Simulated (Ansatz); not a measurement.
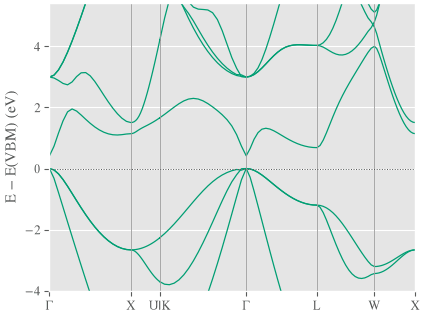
*Band structure from r²SCAN (plane waves, PAW; program Ansatz)*

Q: Read off the gap and where the band edges lie.

A: About 0.4 eV (0.42 eV by a search for the band edges); maximum at Γ, minimum at Γ.

Q: Which of these materials gives this?
A) GaSb, zinc blende
B) InP, zinc blende
C) GaP, zinc blende

A: A, GaSb, zinc blende

Space group F-43m (zinc blende). The r²SCAN relaxation kept the symmetry of its start. Scalar-relativistic: spin–orbit coupling is off unless named, which matters more the heavier the elements.

Potentials: the earlier of the program's two PAW sets.
